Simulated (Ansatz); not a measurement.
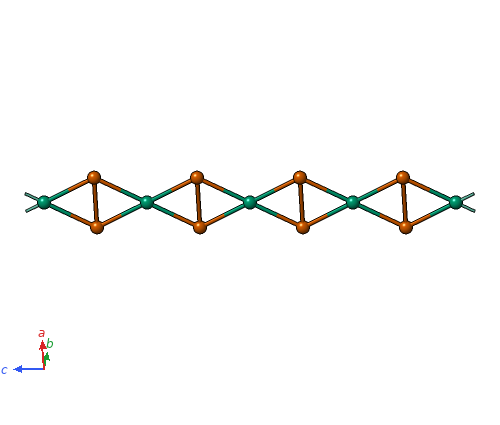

A cut-out of a periodic net derived from a crystal structure. Nodes are coloured by topological kind. One chain is drawn. Edges to nodes outside the piece are drawn as stubs.

Question: Describe the net.

Answer: A binodal (3,4)-connected, one-periodic (chains) net.

Question: Give point symbol and coordination sequence of each kind of node.

Answer: 3-connected node: 3^2.4, sequence 3, 4, 2, 4; 4-connected node: 3^2.*^4, sequence 4, 2, 4, 2.

The net was derived as follows. The compound is LiSe₄ (space group Cmmm, No. 65), taken as the end point of a relaxation with Ansatz 0.2.0, DFT PBE, scalar-relativistic, plane waves, PAW; the starting structure was generated, so it need not be a known form of this composition. Bonds are taken as Li–Se below 2.8 Å and Se–Se below 2.6 Å. The graph is simplified in the usual way: terminal and isolated atoms are pruned, two-connected atoms become edges. Se(4h) is a 3-connected node; Li is a 4-connected node, in the ratio 2:1. Se(4i) drops out.
